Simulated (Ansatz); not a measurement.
One crystal and one scan (frozen-phonon scan) at two levels, PBE (plane waves to 420 eV, PAW, scalar-relativistic; Ansatz, an electronic-structure program) and r2SCAN (plane waves to 500 eV, PAW, scalar-relativistic; Ansatz), each from its own relaxed cell and on its own mesh. The cell shown is that of PBE.

Starting cell, CdS (zinc blende):

```yaml
crystal:
  lattice:
    - [0.00000, 5.92710, 5.92710]
    - [2.96355, 2.96355, 5.92710]
    - [2.96355, 2.96355, 0.00000]
  atoms:
    - { symbol: S, position: [0.00000, 0.75000, 0.75000] }
    - { symbol: S, position: [0.50000, 0.75000, 0.75000] }
    - { symbol: Cd, position: [0.00000, 0.00000, 0.00000] }
    - { symbol: Cd, position: [0.50000, 0.00000, 0.00000] }
```

A phonon eigenvector at X = (0.5, 0.5, 0.0) is frozen into this cell: atom i moves by Q times the vector below, so Q is the largest atomic displacement, in Å. The cell is held. It is one choice among 2 degenerate patterns. (q is in reciprocal vectors of the primitive cell; the cell shown is doubled to hold the pattern.)

```tsv
atom	x	y	z
S1	-0.650	0.000	0.000
S2	0.650	0.000	0.000
Cd3	0.000	-1.000	0.000
Cd4	0.000	1.000	0.000
```

CdS was relaxed with its symmetry unable to fall. The PAW data are Ansatz's earlier set. Percentages come from the unrounded values.

| quantity | PBE | r2SCAN | PBE − r2SCAN |
|---|---|---|---|
| Lattice constant a (Å) | 5.927 | 5.879 | +0.048 (+0.8 %) |
| Harmonic wavenumber from the curvature (finite differences) (cm⁻¹ (negative: imaginary)) | 54 | 54 | 0 |

PBE gives the higher value for: lattice constant a. They agree on: harmonic wavenumber from the curvature (within 1.5 %). Both give the same shape of the curve: a single well with its minimum at or next to zero displacement. Neither level is exact: the differences show how much the result hangs on the functional.

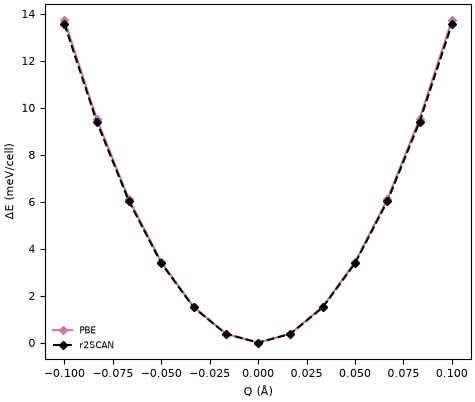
*ΔE, each from the undisplaced structure of its own level.*

(A displaced cell: forces are minus the slopes of the energy, force constants its curvatures, and phonons follow from these.)
